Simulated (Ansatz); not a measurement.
## Electronic structure of C₂H₁₁BOSi₂ (SMILES C[SiH2]CB(O)[SiH3]) in real space

```yaml
atoms:
  - { symbol: C, position_ang: [-0.3244, -2.1843, -0.1640] }
  - { symbol: Si, position_ang: [1.3325, -1.2601, -0.4642] }
  - { symbol: C, position_ang: [1.3500, 0.5195, 0.3259] }
  - { symbol: B, position_ang: [0.1281, 1.3438, -0.1788] }
  - { symbol: O, position_ang: [0.2690, 1.9985, -1.4026] }
  - { symbol: Si, position_ang: [-1.6366, 1.4710, 0.8637] }
  - { symbol: H, position_ang: [-1.1586, -1.6776, -0.6769] }
  - { symbol: H, position_ang: [-0.2587, -3.2166, -0.5461] }
  - { symbol: H, position_ang: [-0.5590, -2.2265, 0.9126] }
  - { symbol: H, position_ang: [2.4732, -2.0632, 0.1398] }
  - { symbol: H, position_ang: [1.5893, -1.1375, -1.9539] }
  - { symbol: H, position_ang: [1.3598, 0.3859, 1.4222] }
  - { symbol: H, position_ang: [2.3037, 0.9828, 0.0086] }
  - { symbol: H, position_ang: [-0.5146, 2.4883, -1.7396] }
  - { symbol: H, position_ang: [-2.0835, 0.1458, 1.4532] }
  - { symbol: H, position_ang: [-2.7848, 1.9941, 0.0084] }
  - { symbol: H, position_ang: [-1.5045, 2.4353, 2.0321] }
```

The calculation used RKS PBE-D4/6-31G (Ansatz).

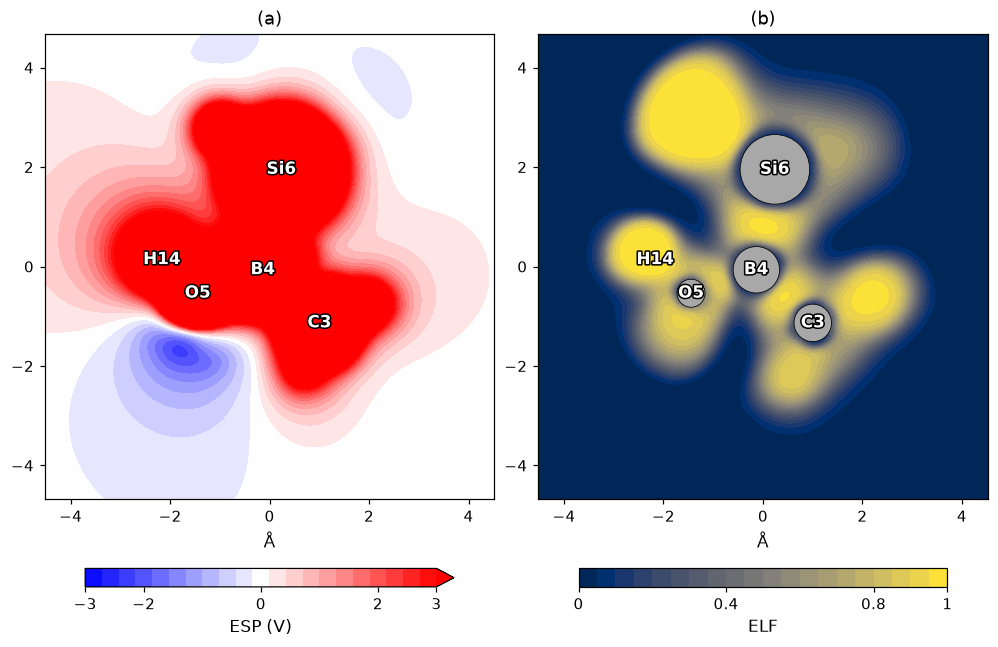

Figure 1. (a) electrostatic potential; (b) electron localisation function on the plane of atoms C3, B4 and Si6. Grey discs cover the atomic cores in the ELF map.

Q: Interpret the plot.

A: Atoms in the plane: C, B, O, Si and H. B–O (1.40 Å): the ELF peaks at about 0.90 between the atoms; a shared but strongly polarised pair. C–B (1.56 Å): the ELF peaks at about 0.95 between the atoms (a covalent bond). Si–B (2.05 Å): the ELF peaks at about 0.95 between the atoms (a covalent bond). O–H (0.98 Å): the ELF climbs to about 1 towards the hydrogen, as it does in any bond to H: a covalent bond by its length. The ELF also peaks beside O5, away from the bonds: lone-pair regions. Outside the dense part of the molecule the potential is most negative (−2.3 V) near O5.

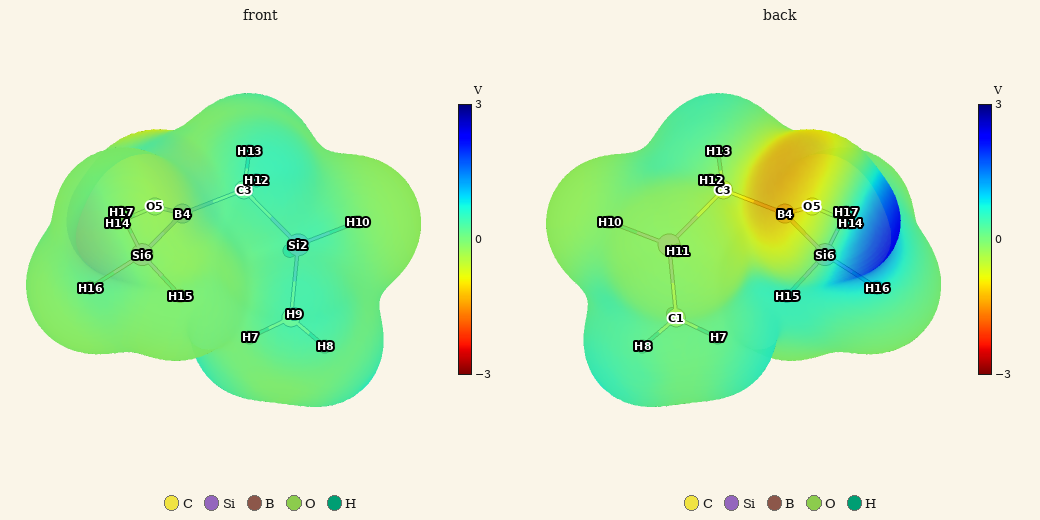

Figure 2. The molecular electrostatic potential painted on the density surface at 0.001 e/bohr³, seen from the front and from behind; the colour scale runs from red (negative) to blue (positive).

Q: Which sites attract a positive test charge, and which a negative one?

A: A positive charge is drawn to the negative regions and a negative charge to the positive ones. The most negative region (about −1.3 V) lies over O5, the most positive (about +2.2 V) over H14. O5 is the likeliest acceptor of a hydrogen bond.

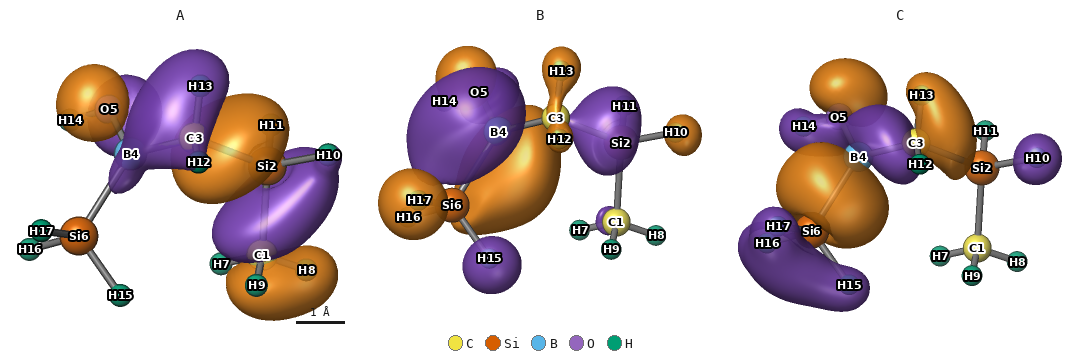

Figure 3. Three frontier orbitals at ±0.08 Å⁻³ᐟ² (orange and purple are the two phases), in no order.

Q: Which picture is the HOMO−1, the HOMO and the LUMO?

A: A is the HOMO−1 (−7.33 eV). Its weight (Hirshfeld) is mainly on C3 (about 25 %), Si2 (about 20 %), O5 (about 15 %) and C1 (about 15 %). C is the HOMO (−6.29 eV). It lies mainly on Si6 (about 25 %), B4 (about 20 %), O5 (about 20 %) and C3 (about 15 %). B is the LUMO (−1.44 eV). Its weight (Hirshfeld) is mainly on B4 (about 40 %), O5 (about 15 %), Si2 (about 5 %) and C3 (about 5 %).

Q: What is the HOMO–LUMO gap?

A: 4.85 eV between the orbital energies.
